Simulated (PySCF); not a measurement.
## Electronic structure of C4H11ClS2Si in real space

```yaml
atoms:
  - { symbol: C, position_ang: [-2.6203, -1.1855, -0.8048] }
  - { symbol: C, position_ang: [-2.6681, 0.1319, -0.0377] }
  - { symbol: Si, position_ang: [-0.9619, 0.9305, 0.1760] }
  - { symbol: Cl, position_ang: [-1.0543, 2.5256, 1.4154] }
  - { symbol: S, position_ang: [0.3030, -0.5814, 1.0599] }
  - { symbol: C, position_ang: [1.7143, 0.4466, 1.5807] }
  - { symbol: S, position_ang: [2.6349, 1.2014, 0.2176] }
  - { symbol: C, position_ang: [3.2881, -0.3130, -0.5369] }
  - { symbol: H, position_ang: [-3.6174, -1.6111, -0.8956] }
  - { symbol: H, position_ang: [-1.9871, -1.9019, -0.2869] }
  - { symbol: H, position_ang: [-2.2189, -1.0361, -1.8040] }
  - { symbol: H, position_ang: [-3.3211, 0.8323, -0.5595] }
  - { symbol: H, position_ang: [-3.1207, -0.0439, 0.9403] }
  - { symbol: H, position_ang: [-0.3484, 1.3460, -1.0793] }
  - { symbol: H, position_ang: [2.3779, -0.2061, 2.1429] }
  - { symbol: H, position_ang: [1.3533, 1.2591, 2.2053] }
  - { symbol: H, position_ang: [3.7616, -0.0274, -1.4694] }
  - { symbol: H, position_ang: [2.4602, -0.9918, -0.7233] }
  - { symbol: H, position_ang: [4.0151, -0.7661, 0.1317] }
```

Geometry: GFN2-xTB.

These are results of PBE0/pcSseg-1, SCF density, gas phase, non-relativistic in PySCF, not measurements.

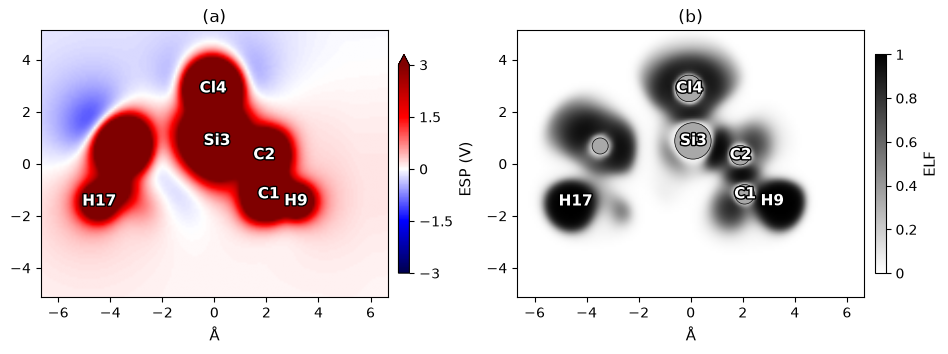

Figure 1. (a) electrostatic potential; (b) electron localisation function on the plane of atoms C2, Si3 and Cl4. Grey discs cover the atomic cores in the ELF map.

Q: What do the fields say about this system?

A: The section cuts through C, Si, Cl and H sites.
C–C (1.53 Å): the ELF peaks at about 0.95 between the atoms (localised, covalent bonding).
C–Si (1.90 Å): the ELF peaks at about 0.95 between the atoms: a covalent bond.
Si–Cl (2.02 Å): the ELF peaks at about 0.90 between the atoms: a shared but strongly polarised pair.
C–H (1.09 Å): the ELF climbs to about 1 towards the hydrogen, as it does in any bond to H: an ordinary covalent bond to hydrogen.
The ELF also peaks beside S7 and Cl4, away from the bonds: lone-pair regions.
Outside the dense part of the molecule the potential is most negative (−1.0 V) near S7, which lies off the plane.

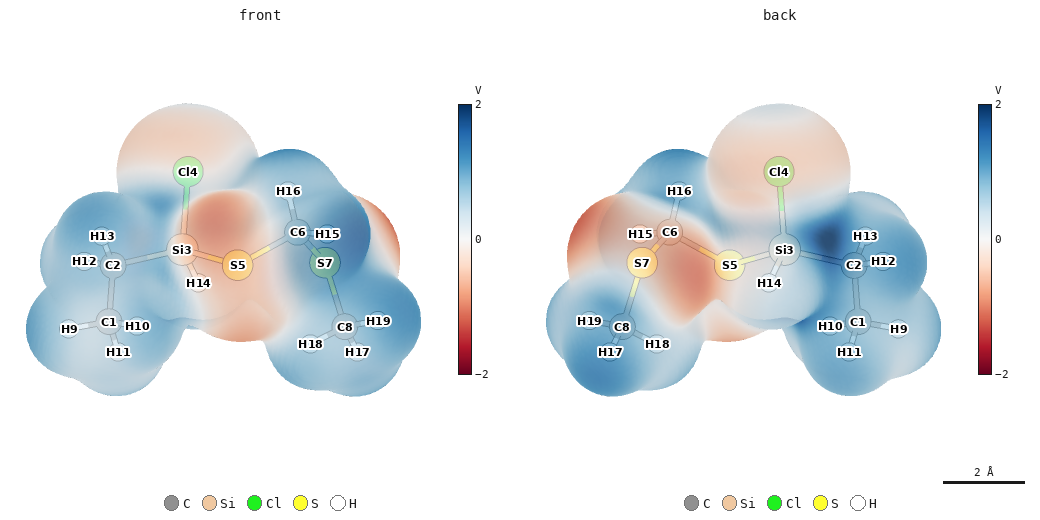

Figure 2. The electrostatic potential painted on the density surface at 0.004 e/bohr³, seen from the front and from behind; red is negative and blue positive.

Q: Which sites attract a positive test charge, and which a negative one?

A: A positive charge is drawn to the negative regions and a negative charge to the positive ones. The most negative region (about −1.1 V) lies over S7, the most positive (about +1.8 V) over Si3.

Q: What dipole moment does the calculation give?

A: Its dipole moment is 1.76 D.
